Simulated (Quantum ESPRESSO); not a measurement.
# ZrSi3 (Pm-3m): zone-centre phonons, part 2 of 3

Which modes does ZrSi3 (Pm-3m) have at the zone centre?

Quantum ESPRESSO 7.5; DFT PBE, scalar-relativistic, plane waves, SPMS norm-conserving pseudopotentials.

So far. Step 2 (A first look): No gap opens on this mesh, so smearing is kept; the start stands at -4.4 GPa. Step 4 (Self-consistent run for the response): The cell stands at 0 GPa, close enough for phonons. The relaxed cell has a = 3.993 Å (conventional setting).

The structure was built from a prototype and need not be the compound's stable phase.

**5. Linear response at Γ**

At q = 0 one unit cell holds all displacements; symmetry groups them into irreducible representations that are solved one by one. With smeared occupations no response to a homogeneous field can be asked.

Contents of ph.in:

```
phonons
 &inputph
    prefix='x',
    outdir='./tmp',
    fildyn='g.dyn',
    tr2_ph=1.0d-18,
    alpha_mix(1)=0.4,
    nmix_ph=8,
 /
0.000000000000 0.000000000000 0.000000000000
```

Run with:

```bash
$ OMP_NUM_THREADS=1 mpirun -n 4 ph.x -nk 4 -in ph.in > ph.out
```

The program printed:

```text
[banners, grids, parts of the stress and lines that vanish by symmetry left out]
[banner, memory and clock lines left out]
Program PHONON v.7.5

     ./tmp/x.save/

     IMPORTANT: XC functional enforced from input :
     Exchange-correlation= PBE
                           (   1   4   3   4   0   0   0)
     Any further DFT definition will be discarded
     Please, verify this is what you really want

     G-vector sticks info

     Reading collected, re-writing distributed wavefunctions in ./tmp/

     Number and degeneracy of irreps per q-point
       N         xq(1)         xq(2)         xq(3)   N irreps
       1   0.000000000   0.000000000   0.000000000       4
        3   3   3   3

     Calculation of q =    0.0000000   0.0000000   0.0000000

     phonons

     bravais-lattice index     =            1
     lattice parameter (alat)  =       7.5453  a.u.
     unit-cell volume          =     429.5600 (a.u.)^3
     number of atoms/cell      =            4
     number of atomic types    =            2
     kinetic-energy cut-off    =      60.0000  Ry
     charge density cut-off    =     240.0000  Ry
     convergence threshold     =      1.0E-18
     beta                      =       0.4000
     number of iterations used =            8
     Exchange-correlation= PBE
                           (   1   4   3   4   0   0   0)

     celldm(1)=    7.54527  celldm(2)=    0.00000  celldm(3)=    0.00000
     celldm(4)=    0.00000  celldm(5)=    0.00000  celldm(6)=    0.00000

     crystal axes: (cart. coord. in units of alat)
               a(1) = (  1.0000  0.0000  0.0000 )
               a(2) = (  0.0000  1.0000  0.0000 )
               a(3) = (  0.0000  0.0000  1.0000 )

     reciprocal axes: (cart. coord. in units 2 pi/alat)
               b(1) = (  1.0000  0.0000  0.0000 )
               b(2) = (  0.0000  1.0000  0.0000 )
               b(3) = (  0.0000  0.0000  1.0000 )

     Atoms inside the unit cell:

     Cartesian axes

     site n.  atom      mass           positions (alat units)
        1  Zr     91.2240   tau(    1) = (    0.00000    0.00000    0.00000  )
        2  Si     28.0850   tau(    2) = (    0.00000    0.50000    0.50000  )
        3  Si     28.0850   tau(    3) = (    0.50000    0.00000    0.50000  )
        4  Si     28.0850   tau(    4) = (    0.50000    0.50000    0.00000  )

     Computing dynamical matrix for
                    q = (   0.0000000   0.0000000   0.0000000 )

     49 Sym.Ops. (with q -> -q+G )

     G cutoff =  346.0993  (  27081 G-vectors)     FFT grid: ( 40, 40, 40)

     number of k points=    56  Marzari-Vanderbilt smearing, width (Ry)=  0.0200
                       cart. coord. in units 2pi/alat
        k(    1) = (   0.0000000   0.0000000   0.0000000), wk =   0.0020000
        k(    2) = (   0.0000000   0.0000000   0.1000000), wk =   0.0120000
        k(    3) = (   0.0000000   0.0000000   0.2000000), wk =   0.0120000
        [... further k-points left out ...]

     PseudoPot. # 1 for Zr read from file:
     ./pseudo/Zr.upf
     Pseudo is Norm-conserving + core correction, Zval = 12.0
     Using radial grid of 1612 points,  6 beta functions with:
                l(1) =   0
                l(2) =   0
                l(3) =   1
                l(4) =   1
                l(5) =   2
                l(6) =   2

     PseudoPot. # 2 for Si read from file:
     ./pseudo/Si.upf
     Pseudo is Norm-conserving + core correction, Zval =  4.0
     Using radial grid of 1524 points,  6 beta functions with:
                l(1) =   0
                l(2) =   0
                l(3) =   1
                l(4) =   1
                l(5) =   2
                l(6) =   2

     Mode symmetry, O_h (m-3m)  point group:

     Atomic displacements:
     There are    4 irreducible representations

     Representation     1      3 modes -  To be done

     Representation     2      3 modes -  To be done

     Representation     3      3 modes -  To be done

     Representation     4      3 modes -  To be done

     Alpha used in Ewald sum =   2.3000

     Representation #   1 modes #   1   2   3

     Self-consistent Calculation
      iter #   1   av.it.:   6.4
      thresh= 1.000E-02 alpha_mix =  0.400 |ddv_scf|^2 =  1.895E-07
      iter #   2   av.it.:  13.5
      thresh= 4.353E-05 alpha_mix =  0.400 |ddv_scf|^2 =  1.520E-09
      iter #   3   av.it.:  13.8
      thresh= 3.899E-06 alpha_mix =  0.400 |ddv_scf|^2 =  1.616E-10
      iter #   4   av.it.:  14.4
      thresh= 1.271E-06 alpha_mix =  0.400 |ddv_scf|^2 =  4.724E-12
      iter #   5   av.it.:  14.5
      thresh= 2.173E-07 alpha_mix =  0.400 |ddv_scf|^2 =  8.073E-14
      iter #   6   av.it.:  14.7
      thresh= 2.841E-08 alpha_mix =  0.400 |ddv_scf|^2 =  9.441E-15
      iter #   7   av.it.:  14.9
      thresh= 9.716E-09 alpha_mix =  0.400 |ddv_scf|^2 =  2.246E-16
      iter #   8   av.it.:  14.8
      thresh= 1.499E-09 alpha_mix =  0.400 |ddv_scf|^2 =  3.905E-18
      iter #   9   av.it.:  14.4
      thresh= 1.976E-10 alpha_mix =  0.400 |ddv_scf|^2 =  1.302E-19

     End of self-consistent calculation

     Convergence has been achieved

     Representation #   2 modes #   4   5   6

     Self-consistent Calculation
      iter #   1   av.it.:   5.2
      thresh= 1.000E-02 alpha_mix =  0.400 |ddv_scf|^2 =  3.650E-08
      iter #   2   av.it.:  13.2
      thresh= 1.911E-05 alpha_mix =  0.400 |ddv_scf|^2 =  7.268E-10
      iter #   3   av.it.:  13.4
      thresh= 2.696E-06 alpha_mix =  0.400 |ddv_scf|^2 =  1.549E-10
      iter #   4   av.it.:  13.6
      thresh= 1.245E-06 alpha_mix =  0.400 |ddv_scf|^2 =  1.118E-11
      iter #   5   av.it.:  14.0
      thresh= 3.344E-07 alpha_mix =  0.400 |ddv_scf|^2 =  5.523E-14
[...]
End of self-consistent calculation

     Convergence has been achieved

     Representation #   3 modes #   7   8   9

     Self-consistent Calculation
[...]
End of self-consistent calculation

     Convergence has been achieved

     Representation #   4 modes #  10  11  12

     Self-consistent Calculation
[...]
iter #   2   av.it.:  13.5
      thresh= 7.527E-06 alpha_mix =  0.400 |ddv_scf|^2 =  8.922E-10
      iter #   3   av.it.:  14.2
      thresh= 2.987E-06 alpha_mix =  0.400 |ddv_scf|^2 =  4.538E-11
      iter #   4   av.it.:  14.1
      thresh= 6.736E-07 alpha_mix =  0.400 |ddv_scf|^2 =  3.222E-13
      iter #   5   av.it.:  14.6
      thresh= 5.676E-08 alpha_mix =  0.400 |ddv_scf|^2 =  2.031E-14
      iter #   6   av.it.:  14.4
      thresh= 1.425E-08 alpha_mix =  0.400 |ddv_scf|^2 =  1.079E-16
      iter #   7   av.it.:  14.7
      thresh= 1.039E-09 alpha_mix =  0.400 |ddv_scf|^2 =  9.929E-18
      iter #   8   av.it.:  14.2
      thresh= 3.151E-10 alpha_mix =  0.400 |ddv_scf|^2 =  4.025E-20

     End of self-consistent calculation

     Convergence has been achieved

     Number of q in the star =    1
     List of q in the star:
          1   0.000000000   0.000000000   0.000000000

     Diagonalizing the dynamical matrix

     q = (    0.000000000   0.000000000   0.000000000 )

 **************************************************************************
     freq (    1) =      -3.337737 [THz] =    -111.334938 [cm-1]
     freq (    2) =      -3.337737 [THz] =    -111.334938 [cm-1]
     freq (    3) =      -3.337737 [THz] =    -111.334938 [cm-1]
     freq (    4) =       0.022096 [THz] =       0.737032 [cm-1]
     freq (    5) =       0.022096 [THz] =       0.737032 [cm-1]
     freq (    6) =       0.022096 [THz] =       0.737032 [cm-1]
     freq (    7) =       7.560986 [THz] =     252.207341 [cm-1]
     freq (    8) =       7.560986 [THz] =     252.207341 [cm-1]
     freq (    9) =       7.560986 [THz] =     252.207341 [cm-1]
     freq (   10) =       7.900549 [THz] =     263.533950 [cm-1]
     freq (   11) =       7.900549 [THz] =     263.533950 [cm-1]
     freq (   12) =       7.900549 [THz] =     263.533950 [cm-1]
 **************************************************************************

     Mode symmetry, O_h (m-3m)  point group:

     freq (   1-   3) =       -111.3  [cm-1]   --> T_1u G_15  G_4- I
     freq (   4-   6) =          0.7  [cm-1]   --> T_1u G_15  G_4- I
     freq (   7-   9) =        252.2  [cm-1]   --> T_2u G_25  G_5-
     freq (  10-  12) =        263.5  [cm-1]   --> T_1u G_15  G_4- I
```

The job ended after 7.3 min (4 MPI ranks of Arm Neoverse V1, shared host).

This step gave:

```yaml
largest_acoustic_frequency_at_the_zone_centre_before_the_sum_rule: 0.74 cm⁻¹
highest_optical_zone_centre_mode_no_lo_to_term: 263.5 cm⁻¹
lowest_optical_zone_centre_mode: -111.3 cm⁻¹
```

The acoustic modes at Γ come out as far as 0.7 cm⁻¹ from zero, where they should vanish, a small numerical error. The lowest optical mode is imaginary, 111i cm⁻¹, an instability at this level and on this k mesh.

**6. Modes with the sum rule**

A rigid shift of the crystal must cost nothing, but grids and finite bases break this; the acoustic sum rule is imposed before the matrix is diagonalised again.

Contents of dynmat.in:

```
 &input
    fildyn='g.dyn',
    asr='simple',
    fileig='dynmat.eig',
 /
```

Run with:

```bash
$ dynmat.x -in dynmat.in > dynmat.out
```

The program printed:

```text
[banner, memory and clock lines left out]
Program DYNMAT v.7.5

     Reading Dynamical Matrix from file g.dyn
     ...Force constants read
     ...epsilon and Z* not read (not found on file)
     A direction for q was not specified:TO-LO splitting will be absent

     Polarizability (A^3 units)
     multiply by 1.000000 for Clausius-Mossotti correction
         0.000000    0.000000    0.000000
         0.000000    0.000000    0.000000
         0.000000    0.000000    0.000000

     IR activities are in (D/A)^2/amu units

# mode   [cm-1]    [THz]      IR
    1   -111.33   -3.3377    0.0000
    2   -111.33   -3.3377    0.0000
    3   -111.33   -3.3377    0.0000
    4     -0.00   -0.0000    0.0000
    5     -0.00   -0.0000    0.0000
    6      0.00    0.0000    0.0000
    7    252.21    7.5609    0.0000
    8    252.21    7.5609    0.0000
    9    252.21    7.5609    0.0000
   10    263.53    7.9005    0.0000
   11    263.53    7.9005    0.0000
   12    263.53    7.9005    0.0000

[end of the log left out, with the tail of the file of modes that dynmat.x writes under the same name]
```

Elapsed: 0.45 s, on 1 thread.

Unit eigenvectors of the mass-weighted matrix after the sum rule; no LO-TO term. Modes at Γ, with each element's share of the kinetic energy (negative means imaginary):

```csv
mode,frequency (cm⁻¹),Zr %,Si %
1,-111.3,18,82
2,-111.3,18,82
3,-111.3,18,82
4,0.0,52,48
5,0.0,52,48
6,0.0,52,48
7,252.2,0,100
8,252.2,0,100
9,252.2,0,100
10,263.5,30,70
11,263.5,30,70
12,263.5,30,70
```

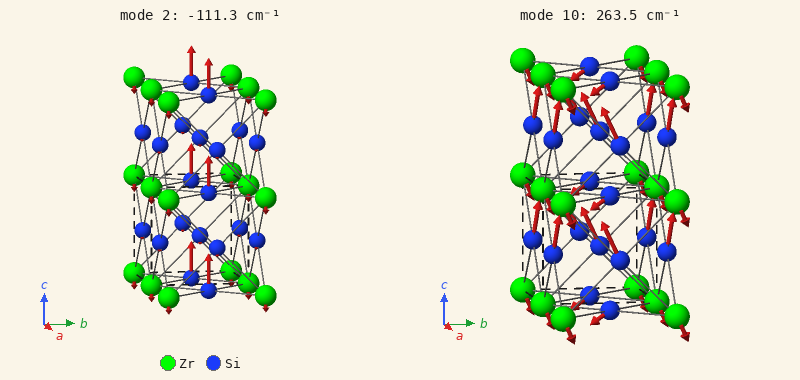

Displacement patterns of modes 2 and 10 at Γ; arrows are exaggerated. 2×1×2 cells are drawn. Some periodic images of atoms are drawn too.

The rule moves no optical mode by more than 0.1 cm⁻¹.

**7. Check by a frozen phonon**

The atoms are moved along one mode, by 0.015 Å at most in any Cartesian component, and the restoring forces give its frequency without the response code: a check of the response kernel of this functional.

Contents of frozen.in:

```
 &control
    calculation='scf',
    prefix='x',
    outdir='./tmp',
    pseudo_dir='./pseudo',
    tprnfor=.true.,
 /
 &system
    ibrav=1,
    celldm(1)=7.54526724,
    nat=4,
    ntyp=2,
    ecutwfc=60.0,
    occupations='smearing',
    smearing='mv',
    degauss=0.02,
 /
 &electrons
    conv_thr=1.0d-11,
    mixing_beta=0.7,
    electron_maxstep=100,
 /
ATOMIC_SPECIES
 Zr     91.2240  Zr.upf
 Si     28.0850  Si.upf
ATOMIC_POSITIONS crystal
 Zr     0.001238013  -0.001977911  -0.001098109
 Si     0.000681127   0.503756778   0.502085689
 Si     0.497648629  -0.001088112   0.502085689
 Si     0.497648629   0.503756778  -0.000604130
K_POINTS automatic
 10 10 10 0 0 0
```

Run with:

```bash
$ OMP_NUM_THREADS=1 mpirun -n 4 pw.x -nk 4 -in frozen.in > frozen.out
```

The program printed:

```text
[banner, memory and clock lines left out]
Program PWSCF v.7.5

     G-vector sticks info

     bravais-lattice index     =            1
     lattice parameter (alat)  =       7.5453  a.u.
     unit-cell volume          =     429.5600 (a.u.)^3
     number of atoms/cell      =            4
     number of atomic types    =            2
     number of electrons       =        24.00
     number of Kohn-Sham states=           16
     kinetic-energy cutoff     =      60.0000  Ry
     charge density cutoff     =     240.0000  Ry
     scf convergence threshold =      1.0E-11
     mixing beta               =       0.7000
     number of iterations used =            8  plain     mixing
     Exchange-correlation= PBE
                           (   1   4   3   4   0   0   0)

     celldm(1)=   7.545267  celldm(2)=   0.000000  celldm(3)=   0.000000
     celldm(4)=   0.000000  celldm(5)=   0.000000  celldm(6)=   0.000000

     crystal axes: (cart. coord. in units of alat)
               a(1) = (   1.000000   0.000000   0.000000 )
               a(2) = (   0.000000   1.000000   0.000000 )
               a(3) = (   0.000000   0.000000   1.000000 )

     reciprocal axes: (cart. coord. in units 2 pi/alat)
               b(1) = (  1.000000  0.000000  0.000000 )
               b(2) = (  0.000000  1.000000  0.000000 )
               b(3) = (  0.000000  0.000000  1.000000 )

     PseudoPot. # 1 for Zr read from file:
     ./pseudo/Zr.upf
     Pseudo is Norm-conserving + core correction, Zval = 12.0
     Using radial grid of 1612 points,  6 beta functions with:
                l(1) =   0
                l(2) =   0
                l(3) =   1
                l(4) =   1
                l(5) =   2
                l(6) =   2

     PseudoPot. # 2 for Si read from file:
     ./pseudo/Si.upf
     Pseudo is Norm-conserving + core correction, Zval =  4.0
     Using radial grid of 1524 points,  6 beta functions with:
                l(1) =   0
                l(2) =   0
                l(3) =   1
                l(4) =   1
                l(5) =   2
                l(6) =   2

     atomic species   valence    mass     pseudopotential
     Zr               12.00    91.22400     Zr( 1.00)
     Si                4.00    28.08500     Si( 1.00)

     No symmetry found

   Cartesian axes

     site n.     atom                  positions (alat units)
         1        Zr     tau(   1) = (   0.0012380  -0.0019779  -0.0010981  )
         2        Si     tau(   2) = (   0.0006811   0.5037568   0.5020857  )
         3        Si     tau(   3) = (   0.4976486  -0.0010881   0.5020857  )
         4        Si     tau(   4) = (   0.4976486   0.5037568  -0.0006041  )

     number of k points=   504  Marzari-Vanderbilt smearing, width (Ry)=  0.0200

     Number of k-points >= 100: set verbosity='high' to print them.

     Dense  grid:    27081 G-vectors     FFT dimensions: (  40,  40,  40)

     Initial potential from superposition of free atoms

     starting charge      23.9958, renormalised to      24.0000
     Starting wfcs are   22 randomized atomic wfcs

     per-process dynamical memory:   126.6 Mb

     Self-consistent Calculation

     iteration #  1     ecut=    60.00 Ry     beta= 0.70
     Davidson diagonalization with overlap
     ethr =  1.00E-02,  avg # of iterations =  2.9

     Threshold (ethr) on eigenvalues was too large:
     Diagonalizing with lowered threshold

     Davidson diagonalization with overlap
     ethr =  1.36E-04,  avg # of iterations =  5.6

     total energy              =    -127.30446797 Ry
     estimated scf accuracy    <       0.03689375 Ry

     iteration #  2     ecut=    60.00 Ry     beta= 0.70
     Davidson diagonalization with overlap
     ethr =  1.54E-04,  avg # of iterations =  2.1

     total energy              =    -127.30897271 Ry
     estimated scf accuracy    <       0.00162844 Ry

     iteration #  3     ecut=    60.00 Ry     beta= 0.70
     Davidson diagonalization with overlap
     ethr =  6.79E-06,  avg # of iterations =  5.7

     total energy              =    -127.30922883 Ry
     estimated scf accuracy    <       0.00020574 Ry

     iteration #  4     ecut=    60.00 Ry     beta= 0.70
     Davidson diagonalization with overlap
     ethr =  8.57E-07,  avg # of iterations =  4.2

     total energy              =    -127.30927090 Ry
     estimated scf accuracy    <       0.00012484 Ry

     iteration #  5     ecut=    60.00 Ry     beta= 0.70
     Davidson diagonalization with overlap
     ethr =  5.20E-07,  avg # of iterations =  2.5

     total energy              =    -127.30929912 Ry
     estimated scf accuracy    <       0.00001276 Ry

     iteration #  6     ecut=    60.00 Ry     beta= 0.70
     Davidson diagonalization with overlap
     ethr =  5.32E-08,  avg # of iterations =  2.1

     total energy              =    -127.30930174 Ry
     estimated scf accuracy    <       0.00000040 Ry

     iteration #  7     ecut=    60.00 Ry     beta= 0.70
     Davidson diagonalization with overlap
     ethr =  1.66E-09,  avg # of iterations =  4.4

     total energy              =    -127.30930191 Ry
     estimated scf accuracy    <       0.00000005 Ry

     iteration #  8     ecut=    60.00 Ry     beta= 0.70
     Davidson diagonalization with overlap
     ethr =  2.06E-10,  avg # of iterations =  3.0

     total energy              =    -127.30930192 Ry
     estimated scf accuracy    <          5.0E-10 Ry

     iteration #  9     ecut=    60.00 Ry     beta= 0.70
     Davidson diagonalization with overlap
     ethr =  2.10E-12,  avg # of iterations =  5.3

     total energy              =    -127.30930192 Ry
     estimated scf accuracy    <          2.1E-10 Ry

     iteration # 10     ecut=    60.00 Ry     beta= 0.70
     Davidson diagonalization with overlap
     ethr =  8.56E-13,  avg # of iterations =  2.1

     End of self-consistent calculation

     Number of k-points >= 100: set verbosity='high' to print the bands.

     the Fermi energy is    12.8164 ev

!    total energy              =    -127.30930192 Ry
     estimated scf accuracy    <          9.1E-12 Ry
     smearing contrib. (-TS)   =       0.00023222 Ry
     internal energy E=F+TS    =    -127.30953414 Ry

     The total energy is F=E-TS. E is the sum of the following terms:
     one-electron contribution =     -15.70366155 Ry
     hartree contribution      =      19.83333883 Ry
     xc contribution           =     -29.60146072 Ry
     ewald contribution        =    -101.83775069 Ry

     convergence has been achieved in  10 iterations

     Forces acting on atoms (cartesian axes, Ry/au):

     atom    1 type  1   force =    -0.00449123    0.00717459    0.00398383
     atom    2 type  2   force =    -0.00076378   -0.00419626   -0.00233227
     atom    3 type  2   force =     0.00262551    0.00121869   -0.00232916
     atom    4 type  2   force =     0.00262950   -0.00419702    0.00067759

     Total force =     0.012245     Total SCF correction =     0.000010

     XML data file, charge density, pseudopotentials, collected wavefunctions
```

Wall time 2 min (4 MPI ranks).

This step gave:

```
frequency from the forces      : 263.9 cm⁻¹
frequency from linear response : 263.5 cm⁻¹
```

The forces give 263.9 cm⁻¹ against 263.5 cm⁻¹ from linear response after the sum rule.

(Continued in part 3 of 3.)

[Host names and launcher messages were left out of these logs when they were recorded.]

[Logs are printed without paths, hosts, clocks, repeated set-up lines and the standing remarks that a program may print on its own settings, such as how far it seeks lower states.]

[Hosts, paths, dates, database ids (printed as entryN), source tags and the programs' standing remarks are cut or masked in the printed files.]
